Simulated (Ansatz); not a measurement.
# Al: single-point calculation (part 2 of 2)

The same run, continued: Al (slab, 2 atoms in the cell); DFT, LDA, all-electron LAPW, no spin polarisation (Ansatz 0.2.0); 9×7×1 k-mesh, tetrahedron_uncorrected. The run did not end well. The settings are looser than a standard set-up, so the numbers are not reference values.

Geometry of the input (Å; fractional positions):
```
2.8165  0.0000  0.0000
0.0000  3.9832  0.0000
0.0000  0.0000  17.4083
Al 0.2500  0.2500  0.4596
Al 0.7500  0.7500  0.5404
```

The program's output, continued
```
SCF iter  51: F=—  HF=-13164.060506 eV  |F-HF|=—  |Δ(HF+E_count)|=   8.50e-9  Δρ=1.68e-5  dr2=6.03e-7  ethr=2.14e-9  p=0.000 e·Å  D=1.79e-9 V/Å  ΔV_dip=-0.00 eV  dr2_dipole=1.38e-16  V_vac-E_F(+/−)=4.22/4.22 eV  ⟨swp⟩=2.0  Hψ=1408  notcnv=0  κ⁻¹=9.6e-14(r=7)
SCF iter  52: F=—  HF=-13164.060506 eV  |F-HF|=—  |Δ(HF+E_count)|=   2.11e-8  Δρ=1.57e-5  dr2=5.28e-7  ethr=2.14e-9  p=0.000 e·Å  D=4.86e-12 V/Å  ΔV_dip=-0.00 eV  dr2_dipole=7.03e-20  V_vac-E_F(+/−)=4.22/4.22 eV  ⟨swp⟩=2.0  Hψ=1408  notcnv=0  κ⁻¹=9.5e-12(r=7)
SCF iter  53: F=—  HF=-13164.060506 eV  |F-HF|=—  |Δ(HF+E_count)|=   1.54e-8  Δρ=1.49e-5  dr2=4.74e-7  ethr=2.14e-9  p=-0.000 e·Å  D=-1.32e-11 V/Å  ΔV_dip=0.00 eV  dr2_dipole=1.84e-20  V_vac-E_F(+/−)=4.22/4.22 eV  ⟨swp⟩=2.0  Hψ=1408  notcnv=0  κ⁻¹=3.1e-13(r=8)
SCF iter  54: F=—  HF=-13164.060506 eV  |F-HF|=—  |Δ(HF+E_count)|=  8.37e-11  Δρ=1.49e-5  dr2=4.75e-7  ethr=2.14e-9  p=-0.000 e·Å  D=-2.81e-11 V/Å  ΔV_dip=0.00 eV  dr2_dipole=7.62e-21  V_vac-E_F(+/−)=4.22/4.22 eV  ⟨swp⟩=2.0  Hψ=1408  notcnv=0  κ⁻¹=4.7e-12(r=8)
SCF iter  55: F=—  HF=-13164.060506 eV  |F-HF|=—  |Δ(HF+E_count)|=  2.20e-10  Δρ=1.49e-5  dr2=4.74e-7  ethr=2.14e-9  p=-0.000 e·Å  D=-5.62e-11 V/Å  ΔV_dip=0.00 eV  dr2_dipole=3.37e-21  V_vac-E_F(+/−)=4.22/4.22 eV  ⟨swp⟩=2.0  Hψ=1408  notcnv=0  κ⁻¹=3.0e-13(r=8)
SCF iter  56: F=—  HF=-13164.060506 eV  |F-HF|=—  |Δ(HF+E_count)|=  2.71e-10  Δρ=1.49e-5  dr2=4.73e-7  ethr=2.14e-9  p=-0.000 e·Å  D=-4.21e-11 V/Å  ΔV_dip=0.00 eV  dr2_dipole=1.30e-20  V_vac-E_F(+/−)=4.22/4.22 eV  ⟨swp⟩=2.0  Hψ=1403  notcnv=0  κ⁻¹=2.5e-13(r=8)
SCF iter  57: F=—  HF=-13164.060506 eV  |F-HF|=—  |Δ(HF+E_count)|=   3.06e-9  Δρ=1.50e-5  dr2=4.84e-7  ethr=2.14e-9  p=0.000 e·Å  D=1.50e-11 V/Å  ΔV_dip=-0.00 eV  dr2_dipole=1.88e-20  V_vac-E_F(+/−)=4.22/4.22 eV  ⟨swp⟩=2.0  Hψ=1408  notcnv=0  κ⁻¹=2.1e-13(r=8)
SCF iter  58: F=—  HF=-13164.060506 eV  |F-HF|=—  |Δ(HF+E_count)|=   2.28e-9  Δρ=1.49e-5  dr2=4.76e-7  ethr=2.14e-9  p=-0.000 e·Å  D=-7.00e-11 V/Å  ΔV_dip=0.00 eV  dr2_dipole=1.78e-19  V_vac-E_F(+/−)=4.22/4.22 eV  ⟨swp⟩=2.0  Hψ=1408  notcnv=0  κ⁻¹=9.3e-13(r=8)
SCF iter  59: F=—  HF=-13164.060506 eV  |F-HF|=—  |Δ(HF+E_count)|=  6.73e-11  Δρ=1.49e-5  dr2=4.76e-7  ethr=2.14e-9  p=-0.000 e·Å  D=-1.50e-11 V/Å  ΔV_dip=0.00 eV  dr2_dipole=1.03e-22  V_vac-E_F(+/−)=4.22/4.22 eV  ⟨swp⟩=2.0  Hψ=1408  notcnv=0  κ⁻¹=3.5e-13(r=8)
SCF iter  60: F=—  HF=-13164.060506 eV  |F-HF|=—  |Δ(HF+E_count)|=   1.14e-9  Δρ=1.48e-5  dr2=4.72e-7  ethr=2.14e-9  p=0.000 e·Å  D=8.36e-11 V/Å  ΔV_dip=-0.00 eV  dr2_dipole=3.38e-19  V_vac-E_F(+/−)=4.22/4.22 eV  ⟨swp⟩=2.0  Hψ=1408  notcnv=0  κ⁻¹=1.8e-13(r=8)
SCF iter  61: F=—  HF=-13164.060506 eV  |F-HF|=—  |Δ(HF+E_count)|=   4.26e-9  Δρ=1.48e-5  dr2=4.71e-7  ethr=2.14e-9  p=0.000 e·Å  D=8.92e-11 V/Å  ΔV_dip=-0.00 eV  dr2_dipole=3.83e-19  V_vac-E_F(+/−)=4.22/4.22 eV  ⟨swp⟩=2.0  Hψ=1408  notcnv=0  κ⁻¹=1.8e-13(r=8)
SCF iter  62: F=—  HF=-13164.060506 eV  |F-HF|=—  |Δ(HF+E_count)|=   3.65e-9  Δρ=1.49e-5  dr2=4.74e-7  ethr=2.14e-9  p=0.000 e·Å  D=1.25e-10 V/Å  ΔV_dip=-0.00 eV  dr2_dipole=7.62e-19  V_vac-E_F(+/−)=4.22/4.22 eV  ⟨swp⟩=2.0  Hψ=1408  notcnv=0  κ⁻¹=3.4e-14(r=8)
SCF iter  63: F=—  HF=-13164.060506 eV  |F-HF|=—  |Δ(HF+E_count)|=  1.22e-10  Δρ=1.49e-5  dr2=4.74e-7  ethr=2.14e-9  p=-0.000 e·Å  D=-6.00e-11 V/Å  ΔV_dip=0.00 eV  dr2_dipole=1.60e-19  V_vac-E_F(+/−)=4.22/4.22 eV  ⟨swp⟩=2.0  Hψ=1408  notcnv=0  κ⁻¹=1.4e-14(r=8)
SCF iter  64: F=—  HF=-13164.060506 eV  |F-HF|=—  |Δ(HF+E_count)|=  7.88e-10  Δρ=1.49e-5  dr2=4.77e-7  ethr=2.14e-9  p=0.000 e·Å  D=1.25e-11 V/Å  ΔV_dip=-0.00 eV  dr2_dipole=4.76e-21  V_vac-E_F(+/−)=4.22/4.22 eV  ⟨swp⟩=2.0  Hψ=1408  notcnv=0  κ⁻¹=2.2e-14(r=8)
SCF iter  65: F=—  HF=-13164.060506 eV  |F-HF|=—  |Δ(HF+E_count)|=  7.71e-10  Δρ=1.50e-5  dr2=4.80e-7  ethr=2.14e-9  p=-0.000 e·Å  D=-8.57e-12 V/Å  ΔV_dip=0.00 eV  dr2_dipole=2.19e-21  V_vac-E_F(+/−)=4.22/4.22 eV  ⟨swp⟩=2.0  Hψ=1408  notcnv=0  κ⁻¹=1.5e-14(r=8)
SCF iter  66: F=—  HF=-13164.060506 eV  |F-HF|=—  |Δ(HF+E_count)|=  3.44e-10  Δρ=1.50e-5  dr2=4.79e-7  ethr=2.14e-9  p=0.000 e·Å  D=1.89e-12 V/Å  ΔV_dip=-0.00 eV  dr2_dipole=2.81e-24  V_vac-E_F(+/−)=4.22/4.22 eV  ⟨swp⟩=2.0  Hψ=1404  notcnv=0  κ⁻¹=2.4e-14(r=7)
SCF iter  67: F=—  HF=-13164.060506 eV  |F-HF|=—  |Δ(HF+E_count)|=   1.67e-9  Δρ=1.49e-5  dr2=4.73e-7  ethr=2.14e-9  p=-0.000 e·Å  D=-1.10e-11 V/Å  ΔV_dip=0.00 eV  dr2_dipole=1.60e-20  V_vac-E_F(+/−)=4.22/4.22 eV  ⟨swp⟩=2.0  Hψ=1408  notcnv=0  κ⁻¹=2.4e-14(r=7)
SCF iter  68: F=—  HF=-13164.060506 eV  |F-HF|=—  |Δ(HF+E_count)|=  1.47e-10  Δρ=1.49e-5  dr2=4.73e-7  ethr=2.14e-9  p=-0.000 e·Å  D=-1.62e-11 V/Å  ΔV_dip=0.00 eV  dr2_dipole=2.61e-20  V_vac-E_F(+/−)=4.22/4.22 eV  ⟨swp⟩=2.0  Hψ=1408  notcnv=0  κ⁻¹=1.0e-14(r=8)
SCF iter  69: F=—  HF=-13164.060506 eV  |F-HF|=—  |Δ(HF+E_count)|=  3.44e-10  Δρ=1.48e-5  dr2=4.72e-7  ethr=2.14e-9  p=0.000 e·Å  D=1.05e-11 V/Å  ΔV_dip=-0.00 eV  dr2_dipole=5.34e-22  V_vac-E_F(+/−)=4.22/4.22 eV  ⟨swp⟩=2.0  Hψ=1408  notcnv=0  κ⁻¹=7.6e-15(r=8)
SCF iter  70: F=—  HF=-13164.060506 eV  |F-HF|=—  |Δ(HF+E_count)|=   1.84e-9  Δρ=1.50e-5  dr2=4.79e-7  ethr=2.14e-9  p=0.000 e·Å  D=2.40e-11 V/Å  ΔV_dip=-0.00 eV  dr2_dipole=2.59e-20  V_vac-E_F(+/−)=4.22/4.22 eV  ⟨swp⟩=2.0  Hψ=1408  notcnv=0  κ⁻¹=7.6e-15(r=8)
SCF iter  71: F=—  HF=-13164.060506 eV  |F-HF|=—  |Δ(HF+E_count)|=  4.55e-10  Δρ=1.50e-5  dr2=4.80e-7  ethr=2.14e-9  p=0.000 e·Å  D=1.41e-11 V/Å  ΔV_dip=-0.00 eV  dr2_dipole=9.54e-21  V_vac-E_F(+/−)=4.22/4.22 eV  ⟨swp⟩=2.0  Hψ=1408  notcnv=0  κ⁻¹=5.8e-15(r=8)
SCF iter  72: F=—  HF=-13164.060506 eV  |F-HF|=—  |Δ(HF+E_count)|=   1.02e-9  Δρ=1.50e-5  dr2=4.84e-7  ethr=2.14e-9  p=0.000 e·Å  D=4.68e-12 V/Å  ΔV_dip=-0.00 eV  dr2_dipole=4.84e-22  V_vac-E_F(+/−)=4.22/4.22 eV  ⟨swp⟩=2.0  Hψ=1408  notcnv=0  κ⁻¹=5.0e-15(r=8)
SCF iter  73: F=—  HF=-13164.060506 eV  |F-HF|=—  |Δ(HF+E_count)|=  3.20e-10  Δρ=1.50e-5  dr2=4.83e-7  ethr=2.14e-9  p=-0.000 e·Å  D=-8.28e-11 V/Å  ΔV_dip=0.00 eV  dr2_dipole=2.72e-19  V_vac-E_F(+/−)=4.22/4.22 eV  ⟨swp⟩=2.0  Hψ=1388  notcnv=0  κ⁻¹=1.3e-14(r=8)
SCF iter  74: F=—  HF=-13164.060506 eV  |F-HF|=—  |Δ(HF+E_count)|=  1.06e-10  Δρ=1.50e-5  dr2=4.82e-7  ethr=2.14e-9  p=0.000 e·Å  D=3.81e-11 V/Å  ΔV_dip=-0.00 eV  dr2_dipole=6.68e-20  V_vac-E_F(+/−)=4.22/4.22 eV  ⟨swp⟩=2.0  Hψ=1381  notcnv=0  κ⁻¹=4.1e-14(r=8)
SCF iter  75: F=—  HF=-13164.060506 eV  |F-HF|=—  |Δ(HF+E_count)|=   1.76e-9  Δρ=1.49e-5  dr2=4.76e-7  ethr=2.14e-9  p=-0.000 e·Å  D=-3.62e-11 V/Å  ΔV_dip=0.00 eV  dr2_dipole=4.93e-20  V_vac-E_F(+/−)=4.22/4.22 eV  ⟨swp⟩=2.0  Hψ=1408  notcnv=0  κ⁻¹=4.1e-14(r=8)
SCF iter  76: F=—  HF=-13164.060506 eV  |F-HF|=—  |Δ(HF+E_count)|=  9.17e-10  Δρ=1.49e-5  dr2=4.73e-7  ethr=2.14e-9  p=-0.000 e·Å  D=-1.24e-12 V/Å  ΔV_dip=0.00 eV  dr2_dipole=2.56e-22  V_vac-E_F(+/−)=4.22/4.22 eV  ⟨swp⟩=2.0  Hψ=1408  notcnv=0  κ⁻¹=4.3e-14(r=8)
SCF iter  77: F=—  HF=-13164.060506 eV  |F-HF|=—  |Δ(HF+E_count)|=  1.02e-10  Δρ=1.49e-5  dr2=4.72e-7  ethr=2.14e-9  p=-0.000 e·Å  D=-4.13e-12 V/Å  ΔV_dip=0.00 eV  dr2_dipole=1.26e-22  V_vac-E_F(+/−)=4.22/4.22 eV  ⟨swp⟩=2.0  Hψ=1408  notcnv=0  κ⁻¹=1.3e-14(r=8)
SCF iter  78: F=—  HF=-13164.060506 eV  |F-HF|=—  |Δ(HF+E_count)|=  3.24e-10  Δρ=1.49e-5  dr2=4.73e-7  ethr=2.14e-9  p=-0.000 e·Å  D=-2.58e-12 V/Å  ΔV_dip=0.00 eV  dr2_dipole=2.95e-24  V_vac-E_F(+/−)=4.22/4.22 eV  ⟨swp⟩=2.0  Hψ=1408  notcnv=0  κ⁻¹=2.1e-14(r=8)
SCF iter  79: F=—  HF=-13164.060506 eV  |F-HF|=—  |Δ(HF+E_count)|=  2.27e-10  Δρ=1.49e-5  dr2=4.73e-7  ethr=2.14e-9  p=-0.000 e·Å  D=-8.66e-12 V/Å  ΔV_dip=0.00 eV  dr2_dipole=1.93e-21  V_vac-E_F(+/−)=4.22/4.22 eV  ⟨swp⟩=2.0  Hψ=1348  notcnv=0  κ⁻¹=2.8e-15(r=8)
SCF iter  80: F=—  HF=-13164.060506 eV  |F-HF|=—  |Δ(HF+E_count)|=  2.18e-11  Δρ=1.49e-5  dr2=4.73e-7  ethr=2.14e-9  p=-0.000 e·Å  D=-3.48e-12 V/Å  ΔV_dip=0.00 eV  dr2_dipole=9.66e-23  V_vac-E_F(+/−)=4.22/4.22 eV  ⟨swp⟩=2.0  Hψ=1152  notcnv=0  κ⁻¹=4.7e-15(r=8)
SCF iter  81: F=—  HF=-13164.060506 eV  |F-HF|=—  |Δ(HF+E_count)|=  1.20e-10  Δρ=1.48e-5  dr2=4.71e-7  ethr=2.14e-9  p=0.000 e·Å  D=7.17e-13 V/Å  ΔV_dip=-0.00 eV  dr2_dipole=1.57e-22  V_vac-E_F(+/−)=4.22/4.22 eV  ⟨swp⟩=2.0  Hψ=1408  notcnv=0  κ⁻¹=1.0e-14(r=7)
SCF iter  82: F=—  HF=-13164.060506 eV  |F-HF|=—  |Δ(HF+E_count)|=  4.09e-10  Δρ=1.48e-5  dr2=4.71e-7  ethr=2.14e-9  p=-0.000 e·Å  D=-3.48e-13 V/Å  ΔV_dip=0.00 eV  dr2_dipole=1.65e-23  V_vac-E_F(+/−)=4.22/4.22 eV  ⟨swp⟩=2.0  Hψ=1153  notcnv=0  κ⁻¹=3.8e-15(r=7)
SCF iter  83: F=—  HF=-13164.060506 eV  |F-HF|=—  |Δ(HF+E_count)|=  5.98e-10  Δρ=1.49e-5  dr2=4.73e-7  ethr=2.14e-9  p=0.000 e·Å  D=1.55e-11 V/Å  ΔV_dip=-0.00 eV  dr2_dipole=1.18e-20  V_vac-E_F(+/−)=4.22/4.22 eV  ⟨swp⟩=2.0  Hψ=1408  notcnv=0  κ⁻¹=2.8e-15(r=7)
SCF iter  84: F=—  HF=-13164.060506 eV  |F-HF|=—  |Δ(HF+E_count)|=  3.86e-10  Δρ=1.49e-5  dr2=4.74e-7  ethr=2.14e-9  p=-0.000 e·Å  D=-2.07e-11 V/Å  ΔV_dip=0.00 eV  dr2_dipole=1.97e-20  V_vac-E_F(+/−)=4.22/4.22 eV  ⟨swp⟩=2.0  Hψ=1408  notcnv=0  κ⁻¹=1.8e-15(r=8)
SCF iter  85: F=—  HF=-13164.060506 eV  |F-HF|=—  |Δ(HF+E_count)|=  1.46e-11  Δρ=1.49e-5  dr2=4.74e-7  ethr=2.14e-9  p=-0.000 e·Å  D=-1.85e-11 V/Å  ΔV_dip=0.00 eV  dr2_dipole=1.56e-20  V_vac-E_F(+/−)=4.22/4.22 eV  ⟨swp⟩=2.0  Hψ=1179  notcnv=0  κ⁻¹=2.5e-15(r=8)
SCF iter  86: F=—  HF=-13164.060506 eV  |F-HF|=—  |Δ(HF+E_count)|=  9.28e-11  Δρ=1.49e-5  dr2=4.74e-7  ethr=2.14e-9  p=-0.000 e·Å  D=-1.52e-11 V/Å  ΔV_dip=0.00 eV  dr2_dipole=1.08e-20  V_vac-E_F(+/−)=4.22/4.22 eV  ⟨swp⟩=2.0  Hψ=1152  notcnv=0  κ⁻¹=2.5e-15(r=8)
SCF iter  87: F=—  HF=-13164.060506 eV  |F-HF|=—  |Δ(HF+E_count)|=   1.07e-9  Δρ=1.49e-5  dr2=4.77e-7  ethr=2.14e-9  p=0.000 e·Å  D=1.29e-11 V/Å  ΔV_dip=-0.00 eV  dr2_dipole=5.89e-21  V_vac-E_F(+/−)=4.22/4.22 eV  ⟨swp⟩=2.0  Hψ=1408  notcnv=0  κ⁻¹=7.5e-15(r=7)
SCF iter  88: F=—  HF=-13164.060506 eV  |F-HF|=—  |Δ(HF+E_count)|=   1.37e-9  Δρ=1.49e-5  dr2=4.73e-7  ethr=2.14e-9  p=0.000 e·Å  D=5.64e-13 V/Å  ΔV_dip=-0.00 eV  dr2_dipole=2.84e-22  V_vac-E_F(+/−)=4.22/4.22 eV  ⟨swp⟩=2.0  Hψ=1408  notcnv=0  κ⁻¹=5.7e-15(r=7)
SCF iter  89: F=—  HF=-13164.060506 eV  |F-HF|=—  |Δ(HF+E_count)|=   1.30e-9  Δρ=1.49e-5  dr2=4.77e-7  ethr=2.14e-9  p=0.000 e·Å  D=2.06e-11 V/Å  ΔV_dip=-0.00 eV  dr2_dipole=3.10e-20  V_vac-E_F(+/−)=4.22/4.22 eV  ⟨swp⟩=2.0  Hψ=1408  notcnv=0  κ⁻¹=4.4e-15(r=8)
SCF iter  90: F=—  HF=-13164.060506 eV  |F-HF|=—  |Δ(HF+E_count)|=   1.38e-9  Δρ=1.49e-5  dr2=4.72e-7  ethr=2.14e-9  p=0.000 e·Å  D=9.33e-13 V/Å  ΔV_dip=-0.00 eV  dr2_dipole=1.06e-22  V_vac-E_F(+/−)=4.22/4.22 eV  ⟨swp⟩=2.0  Hψ=1408  notcnv=0  κ⁻¹=1.1e-14(r=7)
SCF iter  91: F=—  HF=-13164.060506 eV  |F-HF|=—  |Δ(HF+E_count)|=  6.48e-10  Δρ=1.49e-5  dr2=4.75e-7  ethr=2.14e-9  p=-0.000 e·Å  D=-9.76e-13 V/Å  ΔV_dip=0.00 eV  dr2_dipole=5.52e-23  V_vac-E_F(+/−)=4.22/4.22 eV  ⟨swp⟩=2.0  Hψ=1408  notcnv=0  κ⁻¹=2.4e-15(r=8)
SCF iter  92: F=—  HF=-13164.060506 eV  |F-HF|=—  |Δ(HF+E_count)|=  6.82e-10  Δρ=1.49e-5  dr2=4.77e-7  ethr=2.14e-9  p=-0.000 e·Å  D=-6.69e-12 V/Å  ΔV_dip=0.00 eV  dr2_dipole=1.20e-22  V_vac-E_F(+/−)=4.22/4.22 eV  ⟨swp⟩=2.0  Hψ=1408  notcnv=0  κ⁻¹=3.3e-15(r=7)
SCF iter  93: F=—  HF=-13164.060506 eV  |F-HF|=—  |Δ(HF+E_count)|=  9.24e-10  Δρ=1.49e-5  dr2=4.74e-7  ethr=2.14e-9  p=0.000 e·Å  D=7.65e-11 V/Å  ΔV_dip=-0.00 eV  dr2_dipole=2.92e-19  V_vac-E_F(+/−)=4.22/4.22 eV  ⟨swp⟩=2.0  Hψ=1408  notcnv=0  κ⁻¹=3.9e-15(r=7)
SCF iter  94: F=—  HF=-13164.060506 eV  |F-HF|=—  |Δ(HF+E_count)|=  2.49e-10  Δρ=1.49e-5  dr2=4.75e-7  ethr=2.14e-9  p=0.000 e·Å  D=9.23e-13 V/Å  ΔV_dip=-0.00 eV  dr2_dipole=1.19e-21  V_vac-E_F(+/−)=4.22/4.22 eV  ⟨swp⟩=2.0  Hψ=1399  notcnv=0  κ⁻¹=1.8e-15(r=8)
SCF iter  95: F=—  HF=-13164.060506 eV  |F-HF|=—  |Δ(HF+E_count)|=  6.48e-10  Δρ=1.49e-5  dr2=4.72e-7  ethr=2.14e-9  p=-0.000 e·Å  D=-3.15e-11 V/Å  ΔV_dip=0.00 eV  dr2_dipole=3.90e-20  V_vac-E_F(+/−)=4.22/4.22 eV  ⟨swp⟩=2.0  Hψ=1408  notcnv=0  κ⁻¹=5.3e-15(r=8)
SCF iter  96: F=—  HF=-13164.060506 eV  |F-HF|=—  |Δ(HF+E_count)|=   1.67e-9  Δρ=1.50e-5  dr2=4.78e-7  ethr=2.14e-9  p=0.000 e·Å  D=2.85e-12 V/Å  ΔV_dip=-0.00 eV  dr2_dipole=2.18e-22  V_vac-E_F(+/−)=4.22/4.22 eV  ⟨swp⟩=2.0  Hψ=1408  notcnv=0  κ⁻¹=1.0e-14(r=8)
SCF iter  97: F=—  HF=-13164.060506 eV  |F-HF|=—  |Δ(HF+E_count)|=  1.89e-10  Δρ=1.50e-5  dr2=4.79e-7  ethr=2.14e-9  p=-0.000 e·Å  D=-9.15e-13 V/Å  ΔV_dip=0.00 eV  dr2_dipole=6.91e-23  V_vac-E_F(+/−)=4.22/4.22 eV  ⟨swp⟩=2.0  Hψ=1408  notcnv=0  κ⁻¹=6.4e-15(r=8)
SCF iter  98: F=—  HF=-13164.060506 eV  |F-HF|=—  |Δ(HF+E_count)|=  1.51e-10  Δρ=1.50e-5  dr2=4.78e-7  ethr=2.14e-9  p=-0.000 e·Å  D=-1.26e-12 V/Å  ΔV_dip=0.00 eV  dr2_dipole=1.86e-22  V_vac-E_F(+/−)=4.22/4.22 eV  ⟨swp⟩=2.0  Hψ=1346  notcnv=0  κ⁻¹=2.0e-15(r=8)
SCF iter  99: F=—  HF=-13164.060506 eV  |F-HF|=—  |Δ(HF+E_count)|=  8.28e-10  Δρ=1.49e-5  dr2=4.76e-7  ethr=2.14e-9  p=0.000 e·Å  D=2.45e-11 V/Å  ΔV_dip=-0.00 eV  dr2_dipole=2.42e-20  V_vac-E_F(+/−)=4.22/4.22 eV  ⟨swp⟩=2.0  Hψ=1408  notcnv=0  κ⁻¹=8.5e-15(r=8)
SCF iter 100: F=—  HF=-13164.060506 eV  |F-HF|=—  |Δ(HF+E_count)|=  8.37e-11  Δρ=1.49e-5  dr2=4.76e-7  ethr=2.14e-9  p=0.000 e·Å  D=5.71e-12 V/Å  ΔV_dip=-0.00 eV  dr2_dipole=1.08e-21  V_vac-E_F(+/−)=4.22/4.22 eV  ⟨swp⟩=2.0  Hψ=1217  notcnv=0  κ⁻¹=4.1e-15(r=8)
```

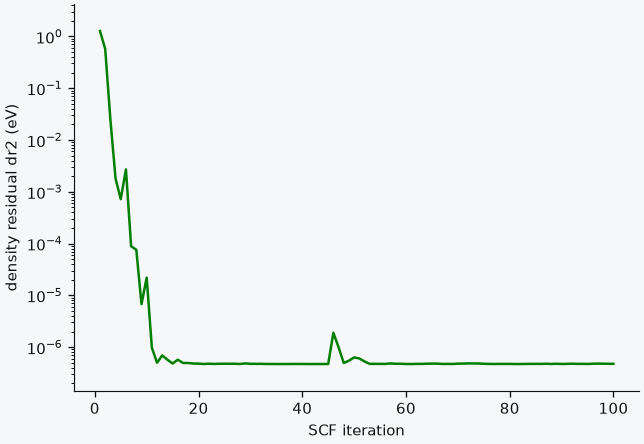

Fig. 1: Convergence of the self-consistent field: density residual dr2 against the SCF iteration. The residual stalls near 5 × 10⁻⁷ and no longer falls.

```
Error: did not converge after 100 iterations: dr2 = 4.76e-7 (threshold 1.00e-7), under the density mixer `broyden`, which `scf.mixing.algorithm: auto` chose by the deck's other keys (type `scf.mixing.algorithm: broyden` to keep it); raise `scf.max_iter`, which need not help a stalled SCF, or adjust the mixing (`scf.mixing`) or, under a smearing, its width (`scf.occupations.width`, in either direction: another width is another result); dr2 rose on two iterations running: first take a smaller step (the input reference at `scf.mixing.beta` says which key acts on this run); if it still does not converge, try `scf.mixing.restart: {on_increase: {damp_beta: false}}`, which clears the mixer's history after two rises (`auto`, the default, and `never` keep it); at another step of the mixing, smaller or larger, or under a restart policy an SCF can converge to a state of higher free energy: the input reference at `scf.mixing.restart` says how to compare two converged runs — the other mixer that `auto` picks from is left to try (`scf.mixing.algorithm: msr1`); it can need more iterations, either can converge an SCF that the other leaves open, and the two can end on different states; the input reference at `scf.mixing.algorithm` says more, and from which start to try it
```

What the run reported

| quantity | value |
| --- | --- |
| outcome | not converged |
| hardware | 1 thread of Arm Neoverse V2, 128 GiB of memory available, shared host |
| wall time | 77 s |
| peak memory | 0.23 GiB |

What went wrong

Settings chosen away from the usual ones: scf.occupations.width = null, scf.occupations.method = "tetrahedron_uncorrected", kpoints.mp_grid.grid = [9, 7, 1], crystal.symmetry = {"detect": false}. The run did not converge: “did not converge after 100 iterations: dr2 = 4.76e-7 (threshold 1.00e-7), under the density mixer `broyden`, which `scf.mixing.algorithm: auto` chose by the deck's other keys (type `scf.mixing.algorithm: broyden` to keep it) …” Its last values are not results.
